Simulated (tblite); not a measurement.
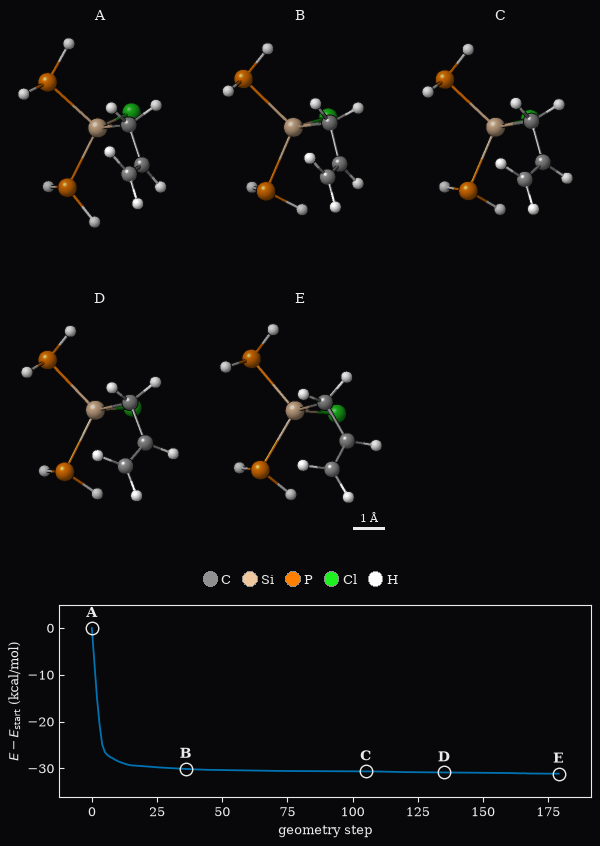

Frames of a relaxation of C3H9ClP2Si, marked on the history of the run. A ball-and-stick model, seen from a free direction.

Level of theory: tblite, GFN2-xTB geometry optimisation, gas phase. 

Describe the path.

The atom that moves furthest after the best rigid fit is an H atom (1.12 Å). By element the largest moves are H 1.12 Å, P 0.76 Å, Cl 0.68 Å, C 0.58 Å, Si 0.16 Å. Some distances before and after: H–P 1.469 → 1.385 Å, P–Si 2.203 → 2.268 Å, C–Si 1.868 → 1.933 Å, H–P 1.430 → 1.384 Å. Among the angles between lasting bonds that change: Si–P–H 114.5° → 94.4°, H–P–H 108.1° → 92.5°, Si–P–H 107.7° → 93.2°. Groups turn about C–Si by about 30°, C–C by about 25°. The energy falls by 31.1 kcal/mol in 179 geometry steps. From step 0 to 36: an H atom moves most (0.50 Å), energy −30.1 kcal/mol. From step 36 to 105: an H atom moves most (0.45 Å), energy −0.54 kcal/mol. From step 105 to 135: an H atom moves most (0.39 Å), energy −0.23 kcal/mol. From step 135 to 179: H atoms move most (0.41 Å), energy −0.26 kcal/mol.

```json
{"step": "0", "E − E(0), kcal/mol": "0.00"}
{"step": "1", "E − E(0), kcal/mol": "-7.46"}
{"step": "2", "E − E(0), kcal/mol": "-15.11"}
{"step": "3", "E − E(0), kcal/mol": "-20.79"}
{"step": "4", "E − E(0), kcal/mol": "-24.95"}
{"step": "5", "E − E(0), kcal/mol": "-26.52"}
{"step": "6", "E − E(0), kcal/mol": "-27.15"}
{"step": "7", "E − E(0), kcal/mol": "-27.54"}
{"step": "8", "E − E(0), kcal/mol": "-27.82"}
{"step": "9", "E − E(0), kcal/mol": "-28.17"}
{"step": "10", "E − E(0), kcal/mol": "-28.45"}
{"step": "19", "E − E(0), kcal/mol": "-29.49"}
{"step": "28", "E − E(0), kcal/mol": "-29.85"}
{"step": "37", "E − E(0), kcal/mol": "-30.13"}
{"step": "46", "E − E(0), kcal/mol": "-30.31"}
{"step": "54", "E − E(0), kcal/mol": "-30.40"}
{"step": "63", "E − E(0), kcal/mol": "-30.46"}
{"step": "72", "E − E(0), kcal/mol": "-30.54"}
{"step": "81", "E − E(0), kcal/mol": "-30.56"}
{"step": "90", "E − E(0), kcal/mol": "-30.59"}
{"step": "99", "E − E(0), kcal/mol": "-30.61"}
{"step": "108", "E − E(0), kcal/mol": "-30.66"}
{"step": "117", "E − E(0), kcal/mol": "-30.76"}
{"step": "126", "E − E(0), kcal/mol": "-30.81"}
{"step": "135", "E − E(0), kcal/mol": "-30.86"}
{"step": "143", "E − E(0), kcal/mol": "-30.91"}
{"step": "152", "E − E(0), kcal/mol": "-30.93"}
{"step": "161", "E − E(0), kcal/mol": "-31.00"}
{"step": "170", "E − E(0), kcal/mol": "-31.10"}
{"step": "179", "E − E(0), kcal/mol": "-31.12"}
```
